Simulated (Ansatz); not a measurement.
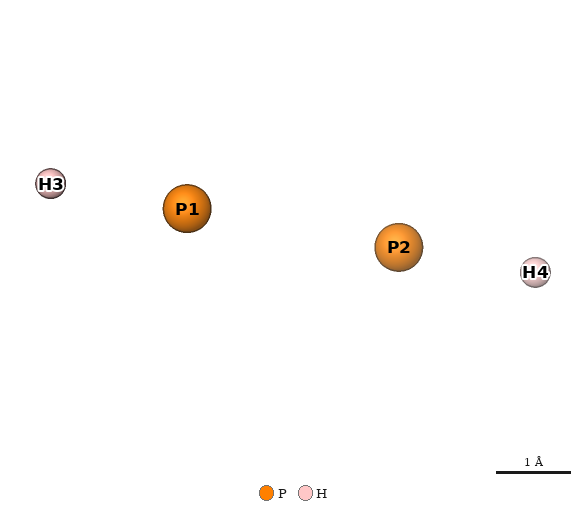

The picture comes from a calculation with Ansatz.

Orthographic view. Atoms fade into the background with distance from the viewer. State: neutral, triplet. Geometry: a fixed input geometry, not necessarily a minimum.

Give the distance matrix in Å.

| atom | P1 | P2 | H3 | H4 |
| --- | --- | --- | --- | --- |
| P1 | 0.00 |  |  |  |
| P2 | 3.10 | 0.00 |  |  |
| H3 | 2.00 | 5.10 | 0.00 |  |
| H4 | 5.10 | 2.00 | 7.10 | 0.00 |

The spin state was imposed, and no run here compares it with a lower spin, which may lie lower.
